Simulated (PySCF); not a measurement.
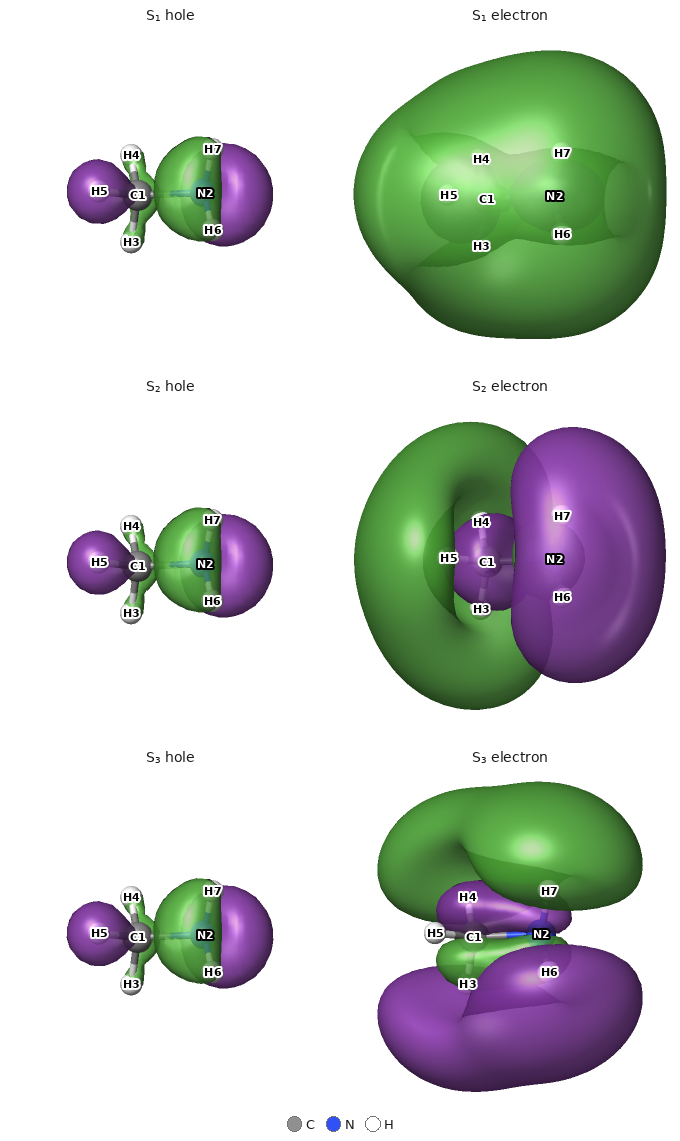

*CH$_{5}$N, SMILES `CN`. Leading natural transition orbitals (full linear response singlet states).*

Method: PBE/6-311G**; geometry: GFN2-xTB; program: PySCF. No frequency check shows the geometry to be a minimum. Without diffuse functions Rydberg states are missing, so the states' numbers hold for this basis only.

Input script:

```python
import numpy as np
from pyscf import gto, scf, dft, tdscf
from pyscf.scf import atom_ks, atom_hf
from scipy.linalg import block_diag

def solve(mol, dm0=None, hcore=None):
    mf = (dft.UKS if mol.spin else dft.RKS)(mol, xc='pbe')
    mf.grids.level = 3
    mf = mf.density_fit(auxbasis='def2-universal-jkfit')
    mf.conv_tol, mf.max_cycle = 1e-8, 80
    if hcore is not None:
        mf.get_hcore = lambda *args: hcore
    mf.kernel(dm0)
    if not mf.converged:
        mf = mf.newton().run(mf.mo_coeff, mf.mo_occ, max_cycle=30)
    assert mf.converged, 'SCF not converged'
    return mf

mol = gto.M(atom='''
C      0.70297     0.00004    -0.01586
N     -0.74311    -0.00008     0.12064
H      1.09860    -0.88406     0.48327
H      1.09890     0.88319     0.48403
H      1.06198     0.00053    -1.05538
H     -1.13793    -0.81842    -0.33099
H     -1.13764     0.81903    -0.33028
''', basis='6-311g**', charge=0, spin=0, verbose=4)
mf = solve(mol)
td = mf.TDDFT()
td.nstates, td.singlet, td.conv_tol = 6, True, 1e-5
td.kernel()
td.analyze()
x, y = np.array([p[0] for p in td.xy]), np.array([p[1] + 0 * p[0] for p in td.xy])
f, mu = td.oscillator_strength(), td.transition_dipole()
nto = [td.get_nto(state=i + 1, verbose=4) for i in range(len(td.e))]
# spherically averaged free atoms, for the promolecule
atm = atom_ks.get_atm_nrks(mol, xc='pbe')
pro = block_diag(*[(atm[a[0]][2] * atm[a[0]][3]) @ atm[a[0]][2].T for a in mol._atom])
np.savez('result.npz', e=td.e, f=f, ok=td.converged, w=[n[0] for n in nto], nto=[n[1] for n in nto], x=x, y=y, c=mf.mo_coeff, occ=mf.mo_occ, eps=mf.mo_energy, pro=pro, mu=mu)
```

Run with:

```sh
OMP_NUM_THREADS=1 python input.py
```

The run took 24 s on 1 thread of Arm Neoverse V2, on a shared host, peak memory 0.39 GiB.

Q: Give the energy and character of each state.

A: By state:
- S₁: 5.75 eV (216 nm), f = 0.004, partly diffuse acceptor orbital, which a basis without diffuse functions describes poorly; the leading pair carries 100 %; hole on N2 (69 %), C1 (10 %) and H5 (7 %), electron on H6 and H7 (20 % each), N2 (16 %) and C1 (15 %) (atom shares of so diffuse an orbital are rough); their centroids lie 0.7 Å apart.
- S₂: 6.84 eV (181 nm), f = 0.027, partly diffuse acceptor orbital, which a basis without diffuse functions describes poorly; the leading pair carries 100 %; hole on N2 (69 %), C1 (10 %) and H5 (7 %), electron on H3 and H4 (18 % each), C1 (16 %) and H6 and H7 (13 % each) (atom shares of so diffuse an orbital are rough); their centroids lie 1.0 Å apart.
- S₃: 7.20 eV (172 nm), f = 0.010, partly diffuse acceptor orbital, which a basis without diffuse functions describes poorly; the leading pair carries 100 %; hole on N2 (69 %), C1 (10 %) and H5 (7 %), electron on H6 and H7 (19 % each), H3 and H4 (17 % each) and C1 (14 %) (atom shares of so diffuse an orbital are rough); their centroids lie 0.4 Å apart.
